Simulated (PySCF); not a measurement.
# Two runs on C$_{4}$H$_{4}$F$_{3}$O

System: C$_{4}$H$_{4}$F$_{3}$O, charge −1.
Method of run A: GIAO PBE0/pcSseg-1 NMR shielding, non-relativistic, gas phase (PySCF 2.14.0).

The geometry comes from this level: GFN2-xTB, MD frame at 250 fs, 200 K. Text and figures count atoms from 1; the logs count them from 0 in places.

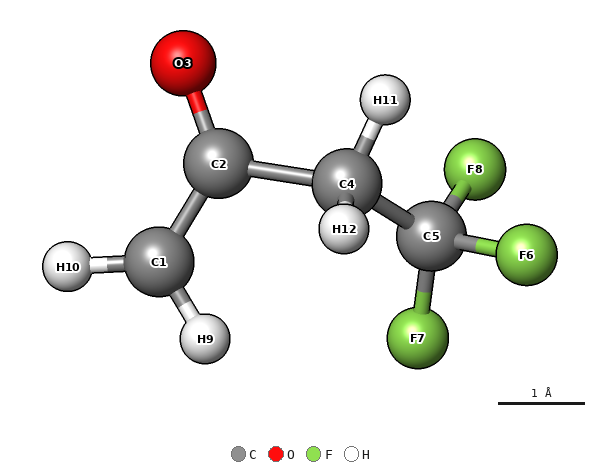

Figure 1. The structure as given in the input (ball-and-stick view, seen at a tilt; atoms are numbered from 1 in the order of the input). Bond lengths as drawn: C–C 1.36 to 1.62 Å, C–F 1.33 to 1.41 Å, C–H 1.06 to 1.12 Å and C–O 1.26 Å.

The input, run A:
```
{"job": {"kind": "nmr", "xc": "PBE0", "basis": "pcSseg-1", "pop": false}, "charge": -1, "multiplicity": 1}
C      1.312600    -0.788600    -0.129900
C      0.642300    -0.308000     0.946800
O      0.866600    -0.533100     2.161500
C     -0.495600     0.770300     0.550900
C     -1.722500     0.290700    -0.136800
F     -2.388000     1.478800    -0.486100
F     -1.705900    -0.352800    -1.297000
F     -2.639900    -0.333200     0.617500
H      0.929200    -0.546200    -1.084300
H      2.214300    -1.405600    -0.074600
H     -0.938400     1.113000     1.483000
H     -0.021300     1.623000     0.000600
```

The first line tells a small driver script what to run in PySCF; the rest is the geometry in Å.

Command:
```bash
OMP_NUM_THREADS=1 python <driver script> task.json out
```

Hardware: 1 CPU thread, shared host.

Output (run A):
```
coarse grid: 11168 points
cycle   1  E = -528.6436946222  dE =  1.216e+00  |g| = 1.224e+00  |ddm| = 3.054e+00
cycle   2  E = -527.1834717789  dE =  1.460e+00  |g| = 2.838e+00  |ddm| = 4.319e+00
cycle   3  E = -528.8581913351  dE = -1.675e+00  |g| = 5.872e-01  |ddm| = 3.967e+00
cycle   4  E = -528.9197887587  dE = -6.160e-02  |g| = 2.177e-01  |ddm| = 7.373e-01
cycle   5  E = -528.9279895256  dE = -8.201e-03  |g| = 6.311e-02  |ddm| = 2.124e-01
cycle   6  E = -528.9288258104  dE = -8.363e-04  |g| = 1.793e-02  |ddm| = 6.608e-02
cycle   7  E = -528.9288985599  dE = -7.275e-05  |g| = 5.454e-03  |ddm| = 2.085e-02
cycle   8  E = -528.9289042389  dE = -5.679e-06  |g| = 1.090e-03  |ddm| = 5.378e-03
final grid: 112344 points
cycle   9  E = -529.0069971844  dE = -3.366e-05  |g| = 1.162e-02  |ddm| = 2.390e-02
cycle  10  E = -529.0069321535  dE =  6.503e-05  |g| = 2.178e-02  |ddm| = 2.655e-02
cycle  11  E = -529.0070222524  dE = -9.010e-05  |g| = 2.307e-03  |ddm| = 2.052e-02
cycle  12  E = -529.0070233265  dE = -1.074e-06  |g| = 3.714e-04  |ddm| = 2.588e-03
cycle  13  E = -529.0070233427  dE = -1.619e-08  |g| = 1.558e-04  |ddm| = 3.289e-04
cycle  14  E = -529.0070233474  dE = -4.655e-09  |g| = 3.346e-05  |ddm| = 1.354e-04
cycle  15  E = -529.0070233476  dE = -2.437e-10  |g| = 1.105e-05  |ddm| = 3.769e-05
converged SCF energy = -529.0070233476

GIAO shielding tensors (ppm)
atom      isotropic    diamagn.    paramagn.     s11        s22        s33       span
  0 C      131.527     257.869    -126.343     59.329    146.217    189.035    129.706
  1 C       21.234     242.228    -220.994    -98.028     77.490     84.241    182.270
  2 O       -7.519     401.038    -408.557   -190.460    -76.539    244.442    434.902
  3 C      130.237     251.524    -121.287     97.548    132.873    160.288     62.740
  4 C       47.074     239.232    -192.158     39.166     42.168     59.888     20.723
  5 F      207.949     475.722    -267.773    100.702    162.415    360.731    260.028
  6 F      263.074     475.086    -212.012    175.278    278.141    335.803    160.525
  7 F      250.872     472.619    -221.748    162.437    242.789    347.388    184.951
  8 H       30.347      35.284      -4.937     27.026     29.147     34.867      7.841
  9 H       28.979      31.844      -2.865     25.692     27.125     34.121      8.430
 10 H       30.054      30.690      -0.637     27.203     29.963     32.995      5.792
 11 H       27.352      30.036      -2.684     23.731     28.751     29.574      5.843
```

For run B the input was changed thus:
```diff
-C      1.312600    -0.788600    -0.129900
-C      0.642300    -0.308000     0.946800
-O      0.866600    -0.533100     2.161500
-C     -0.495600     0.770300     0.550900
-C     -1.722500     0.290700    -0.136800
-F     -2.388000     1.478800    -0.486100
-F     -1.705900    -0.352800    -1.297000
-F     -2.639900    -0.333200     0.617500
-H      0.929200    -0.546200    -1.084300
-H      2.214300    -1.405600    -0.074600
-H     -0.938400     1.113000     1.483000
-H     -0.021300     1.623000     0.000600
+C      1.421600    -0.668100     0.361100
+C      0.282600    -0.614200     1.109900
+O     -0.005500    -1.344600     2.079900
+C     -0.761200     0.719900     0.813600
+C     -1.840700     0.259400    -0.145000
+F     -2.689800     1.273100    -0.571900
+F     -1.334500    -0.243400    -1.298900
+F     -2.731500    -0.609800     0.340200
+H      1.479700    -0.036200    -0.532200
+H      2.062700    -1.513600     0.405900
+H     -1.277300     1.083100     1.696200
+H     -0.265100     1.518100     0.274100
```

Predict how the results change.

With the same method and basis, run B lies 1.4 kcal/mol lower. The HOMO goes from 0.03 to −0.07 eV. The LUMO goes from 5.62 to 5.85 eV. Of all shieldings, the largest change is that of F6, by +19.5 ppm. The number of SCF iterations is the same.

Output (run B):
```
coarse grid: 11168 points
cycle   1  E = -528.6462798683  dE =  1.097e+00  |g| = 1.223e+00  |ddm| = 3.029e+00
cycle   2  E = -527.7007150043  dE =  9.456e-01  |g| = 2.475e+00  |ddm| = 4.003e+00
cycle   3  E = -528.8794074976  dE = -1.179e+00  |g| = 4.918e-01  |ddm| = 3.489e+00
cycle   4  E = -528.9261018415  dE = -4.669e-02  |g| = 1.521e-01  |ddm| = 5.524e-01
cycle   5  E = -528.9300465091  dE = -3.945e-03  |g| = 4.753e-02  |ddm| = 1.423e-01
cycle   6  E = -528.9305494906  dE = -5.030e-04  |g| = 1.409e-02  |ddm| = 5.193e-02
cycle   7  E = -528.9305977169  dE = -4.823e-05  |g| = 4.006e-03  |ddm| = 1.579e-02
cycle   8  E = -528.9306008164  dE = -3.100e-06  |g| = 7.825e-04  |ddm| = 3.766e-03
final grid: 112344 points
cycle   9  E = -529.0091841370  dE = -3.011e-05  |g| = 1.271e-02  |ddm| = 2.468e-02
cycle  10  E = -529.0091028470  dE =  8.129e-05  |g| = 2.417e-02  |ddm| = 2.838e-02
cycle  11  E = -529.0092143231  dE = -1.115e-04  |g| = 2.580e-03  |ddm| = 2.183e-02
cycle  12  E = -529.0092156697  dE = -1.347e-06  |g| = 3.695e-04  |ddm| = 2.690e-03
cycle  13  E = -529.0092156852  dE = -1.554e-08  |g| = 1.723e-04  |ddm| = 3.466e-04
cycle  14  E = -529.0092156912  dE = -5.937e-09  |g| = 3.569e-05  |ddm| = 1.482e-04
cycle  15  E = -529.0092156914  dE = -2.933e-10  |g| = 1.269e-05  |ddm| = 4.206e-05
converged SCF energy = -529.0092156914

GIAO shielding tensors (ppm)
atom      isotropic    diamagn.    paramagn.     s11        s22        s33       span
  0 C      132.552     258.202    -125.650     69.304    144.058    184.293    114.989
  1 C       14.416     241.794    -227.379    -98.746     55.794     86.198    184.945
  2 O      -11.879     401.118    -412.996   -187.707    -77.841    229.911    417.617
  3 C      133.745     251.924    -118.179    114.166    132.757    154.312     40.146
  4 C       42.875     240.468    -197.594     29.024     39.921     59.679     30.655
  5 F      227.453     474.067    -246.614    120.438    205.294    356.628    236.190
  6 F      245.717     477.917    -232.200    152.276    247.234    337.641    185.366
  7 F      254.104     472.454    -218.351    166.128    262.601    333.581    167.454
  8 H       29.900      34.199      -4.300     26.632     28.370     34.696      8.064
  9 H       29.635      32.820      -3.185     26.936     27.843     34.125      7.189
 10 H       30.389      30.200       0.189     27.375     29.635     34.157      6.782
 11 H       29.284      32.041      -2.757     26.629     29.840     31.382      4.753
```

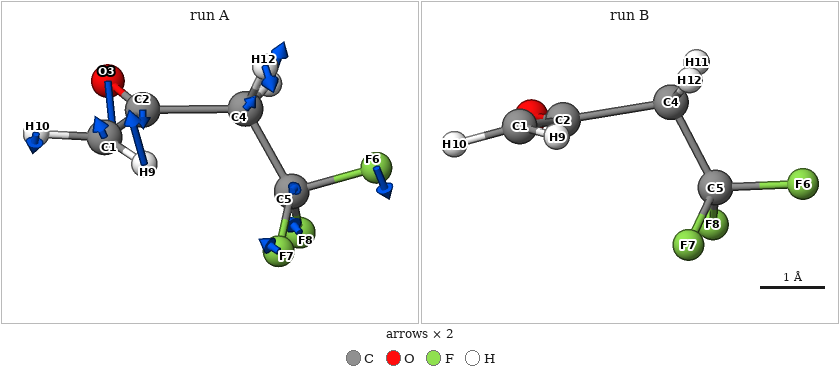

Figure 2. The two input geometries at one scale (ball-and-stick view, seen at a tilt). The blue arrows on the first give the shifts of the atoms after the best rigid fit, magnified 2 times. The largest move after the best rigid fit is that of O3, 0.56 Å. Largest moves by element: O 0.56 Å, H 0.51 Å, F 0.33 Å, C 0.20 Å. Among the contacts that change: C2–C4 1.617 → 1.720 Å, C1–H9 1.057 → 1.096 Å, C4–H12 1.120 → 1.084 Å, C1–H10 1.094 → 1.062 Å.

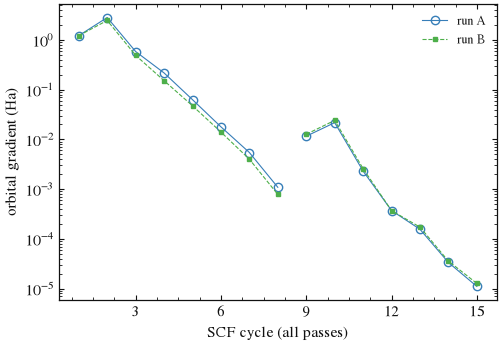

Figure 3. Convergence of the two runs: orbital gradient against the SCF cycle. A break in a curve parts two SCF passes (coarse and final grid). Run A takes 15 cycles in all, and run B takes 15.

The two runs side by side:

```csv
quantity,run A,run B
outcome,converged,converged
total energy (hartree),−529.007023,−529.009216
HOMO (eV),0.03,−0.07
LUMO (eV),5.62,5.85
shielding of C2 (ppm),21.2,14.4
shielding of O3 (ppm),−7.5,−11.9
shielding of C4 (ppm),130.2,133.7
shielding of C5 (ppm),47.1,42.9
shielding of F6 (ppm),207.9,227.5
shielding of F7 (ppm),263.1,245.7
shielding of F8 (ppm),250.9,254.1
SCF iterations,15,15
basis functions,156,156
wall time (shared host),40 s,40 s
```

For run A: The highest filled orbital lies above zero: either the extra electron isn't bound at this level, or the self-interaction error of the functional lifts the level.
